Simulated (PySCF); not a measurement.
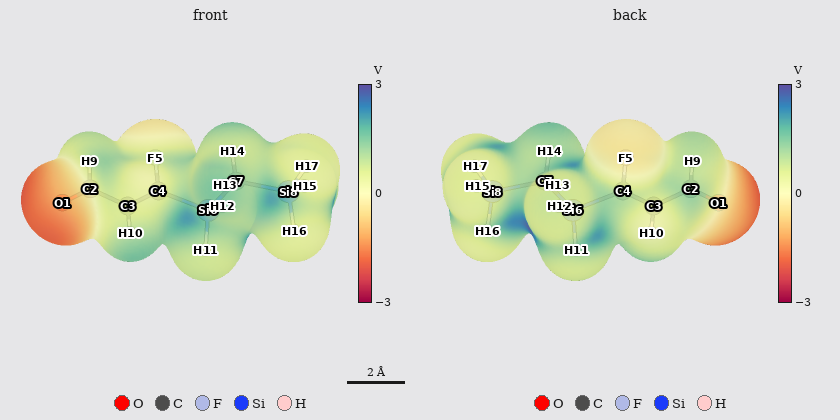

C4H9FOSi2. The molecular electrostatic potential painted on the density surface at 0.004 e/bohr³, seen from the front and from behind; the colour scale runs from red (negative) to blue (positive).

Geometry: GFN2-xTB.

Theory: wB97X-D/def2-SVPD, SCF density, gas phase (PySCF).

Input

```
{"job": {"kind": "uv", "xc": "wB97X-D", "basis": "def2-SVPD", "nstates": 8, "ntriplets": 3}, "charge": 0, "multiplicity": 1}
O      4.721017     0.402264    -0.546072
C      3.773572     0.172794     0.163991
C      2.441543    -0.174711    -0.320262
C      1.392973    -0.442126     0.465035
F      1.557695    -0.385869     1.804451
Si    -0.389389    -0.875098    -0.057143
C     -1.452262     0.657466     0.277149
Si    -3.323053     0.406511     0.017768
H      3.860247     0.211262     1.265682
H      2.305300    -0.220992    -1.389574
H     -0.332360    -1.226246    -1.476344
H     -0.784668    -2.015329     0.771772
H     -1.116583     1.471970    -0.366688
H     -1.281501     0.993406     1.301022
H     -3.794308    -0.674508     0.883377
H     -3.565126     0.060684    -1.383115
H     -4.020096     1.650552     0.352159
```

Run with:

```sh
OMP_NUM_THREADS=1 python probes_run.py task.json out
```

Which sites attract a positive test charge, and which a negative one?

A positive charge is drawn to the negative regions and a negative charge to the positive ones. The most negative region (about −1.9 V) lies over O1, the most positive (about +2.6 V) over Si6. O1 is the likeliest acceptor of a hydrogen bond.

What dipole moment does the calculation give?

Its dipole moment is 3.92 D.
